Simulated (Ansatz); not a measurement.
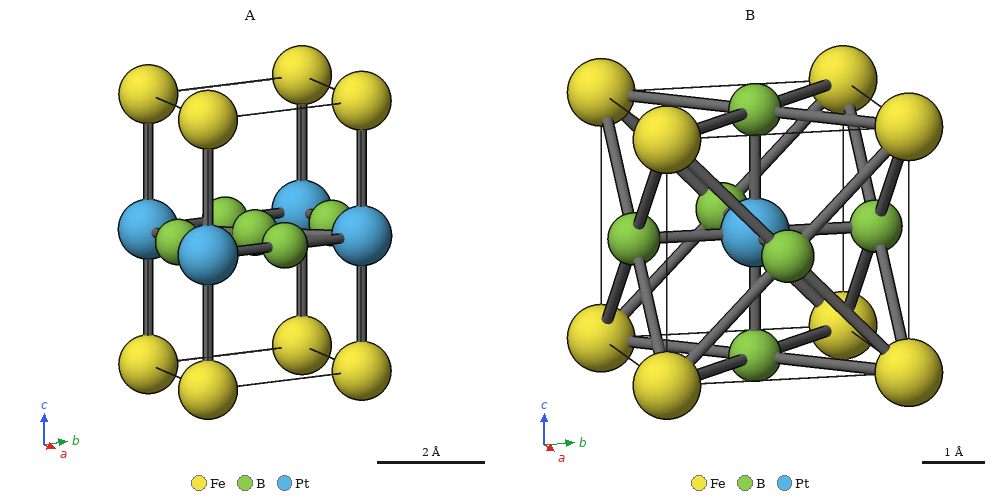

Two structures of FeB3Pt, each relaxed to rest (conventional cells in solid outline, small ones repeated, not to one scale). Method: DFT PBE, scalar-relativistic, plane waves, PAW in Ansatz 0.2.0, with collinear spins.

Give the type and space group of each.

Answer. A: 5 atoms a cell on a primitive hexagonal lattice, P6/mmm. B: 5 atoms a cell on a primitive cubic lattice, Pm-3m.

Compare their energies: which is lower?

Answer. A is lower, by 502 meV/atom at this level of theory (energies at zero smearing). Volumes: A 14.9, B 13.8 Å³/atom.

One or both may be structure types tried for this composition rather than known phases.
